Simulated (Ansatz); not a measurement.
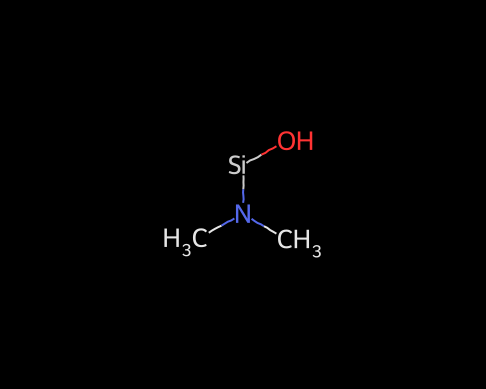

2D structure.

Give its SMILES.

CN(C)[Si]O

Give the formula, hydrogens included.

C2H7NOSi.

The parts below concern this one geometry. Atoms keep their numbers from picture to picture. Computed geometry: PBE0-D4/def2-TZVP optimisation.

### Dipole moment

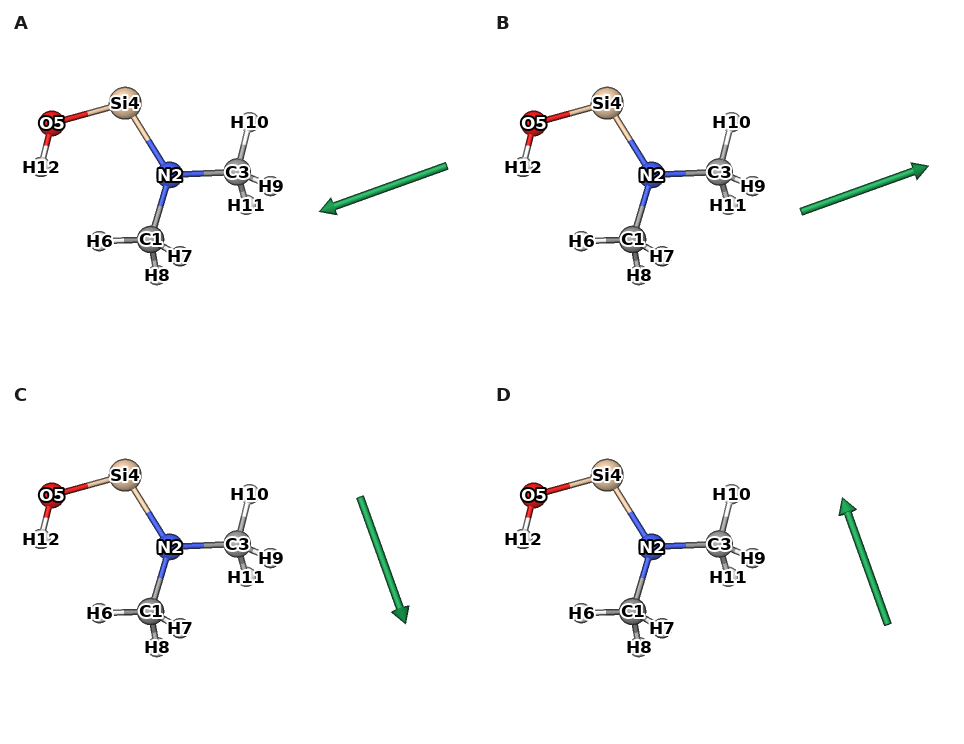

The same molecule four times, each with an arrow. Method: RKS PBE0-D4/def2-TZVP (Ansatz 0.2.0).

Which arrow points along the dipole moment, from the negative to the positive end?

C. The dipole moment is 3.25 D; it points from the side of Si4, O5 to the side of H7, H8 (the outermost atoms at the two ends).

### Levels of theory compared

Program: Ansatz 0.2.0.

Compare HOMO–LUMO gap (eV), HOMO energy (eV) at these levels: HSE06 (plane-wave form)-D4/def2-TZVPP; PBE0-D4/def2-QZVPP; r2SCAN-D4/def2-TZVPP; r2SCAN0-D4/def2-TZVPP; r2SCANh-D4/def2-TZVPP; revPBE-D4/def2-TZVPP; ωB97M-V/def2-QZVPP; ωB97M-V/def2-SVP.

| level | HOMO–LUMO gap (eV) | HOMO energy (eV) |
| --- | --- | --- |
| HSE06 (plane-wave form)-D4/def2-TZVPP | 5.21 | −6.24 |
| PBE0-D4/def2-QZVPP | 5.93 | −6.68 |
| r2SCAN-D4/def2-TZVPP | 4.41 | −5.74 |
| r2SCAN0-D4/def2-TZVPP | 6.18 | −6.75 |
| r2SCANh-D4/def2-TZVPP | 5.12 | −6.14 |
| revPBE-D4/def2-TZVPP | 4.12 | −5.50 |
| ωB97M-V/def2-QZVPP | 9.86 | −8.84 |
| ωB97M-V/def2-SVP | 10.29 | −8.64 |

### Charges

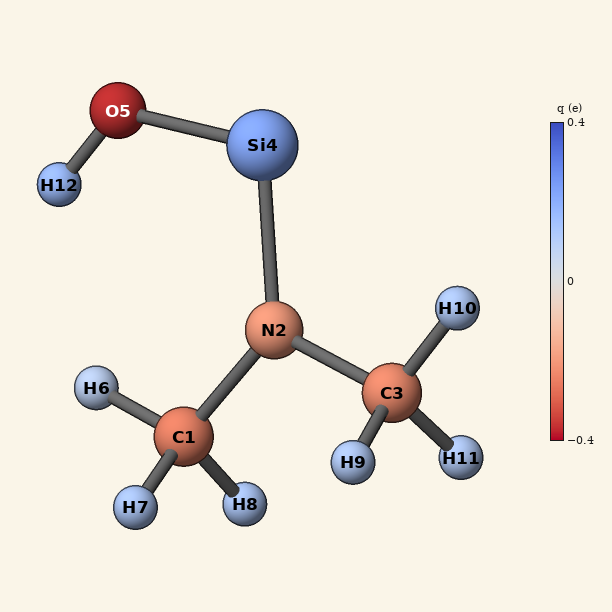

Atoms are coloured by their Mulliken charges. Properties computed with RKS ωB97M-V/def2-TZVPP (Ansatz 0.2.0).

Which atom carries the highest charge (most positive or least negative)?

Si4 (0.21 e).

And the lowest?

O5 (−0.36 e).

Give the Mulliken charges atom by atom.

| atom | value (e) |
| --- | --- |
| C1 | −0.24 |
| N2 | −0.19 |
| C3 | −0.22 |
| Si4 | 0.21 |
| O5 | −0.36 |
| H6 | 0.08 |
| H7 | 0.12 |
| H8 | 0.12 |
| H9 | 0.11 |
| H10 | 0.11 |
| H11 | 0.11 |
| H12 | 0.16 |

Mulliken values depend strongly on the basis set and can even reverse the polarity of a bond.
